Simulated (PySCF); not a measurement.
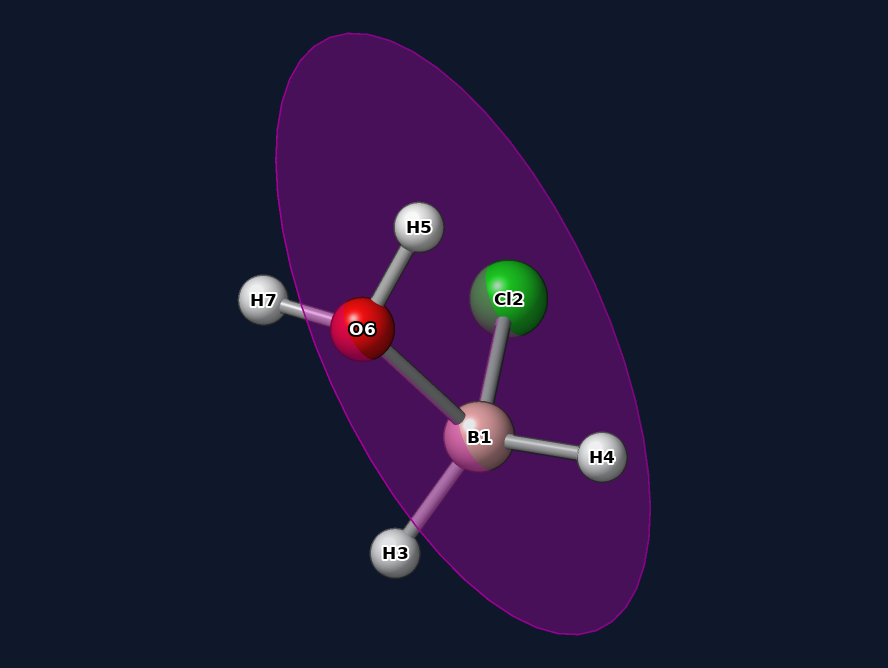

A disc through the centre of mass is drawn in. Distant atoms are faded towards the background colour. Computed geometry: PBE0-D4/def2-TZVP optimisation. No frequency run is at hand to confirm it as a minimum.

### Is the plane of the disc a mirror plane of the structure?

Yes. The reflection leaves B1, Cl2, O6 in place and moves H3 ↔ H4; H5 ↔ H7. The point group is Cs.
